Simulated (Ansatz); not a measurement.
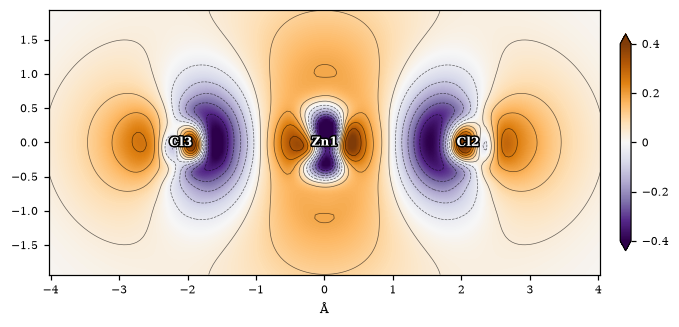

The picture shows: Cl$_{2}$Zn. The LUMO on a plane that holds the molecular axis (values in Å⁻³ᐟ²; the overall sign is arbitrary).

Computed with RKS PBE0/def2-SVP in Ansatz 0.2.0.

Q: What is the character of this orbital?

A: By Hirshfeld shares it lies mainly on Zn1 (about 60 %), Cl2 (about 20 %) and Cl3 (about 20 %); it is of σ type; it is gerade (even under inversion). Its energy is −1.48 eV.
